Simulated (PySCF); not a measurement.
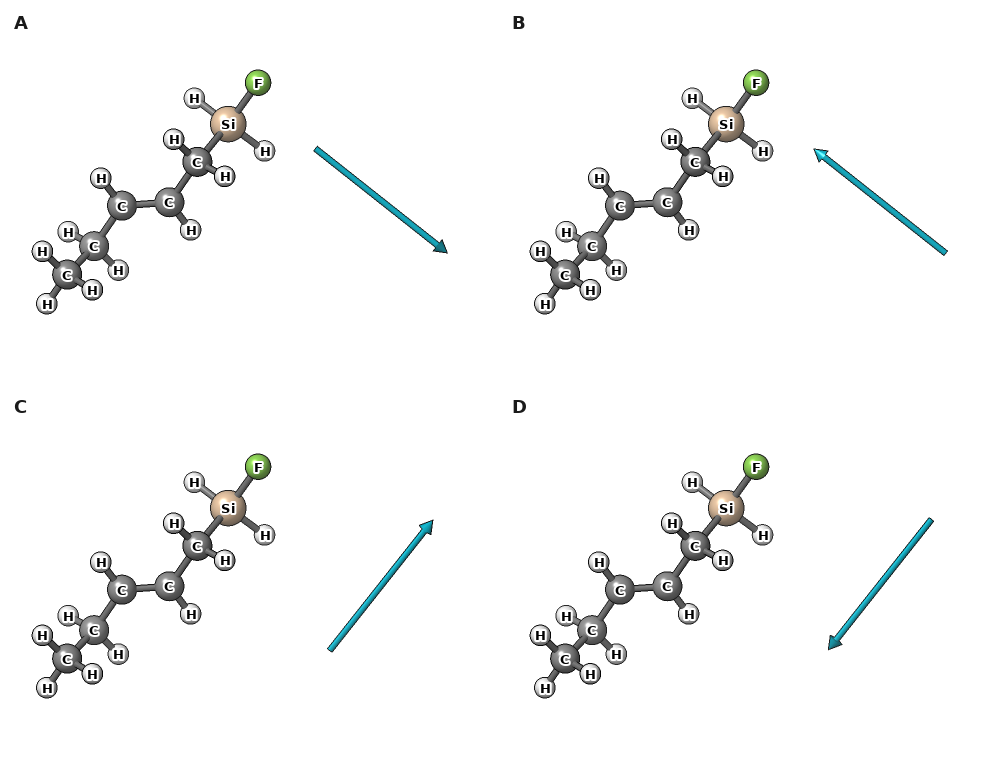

The same molecule four times, each with an arrow. The geometry was computed by an optimisation with GFN2-xTB. No frequency run is at hand to confirm it as a minimum. Method: CAM-B3LYP/def2-SVPD, gas phase (PySCF 2.14.0).

Question: Which arrow points along the dipole moment, from the negative to the positive end?

Answer: D. The dipole moment is 2.11 D.

The geometry is semi-empirical. Around Si such bond lengths and angles can be off by a tenth of an ångström or more and by several degrees, and values that hang on the shape move with them.
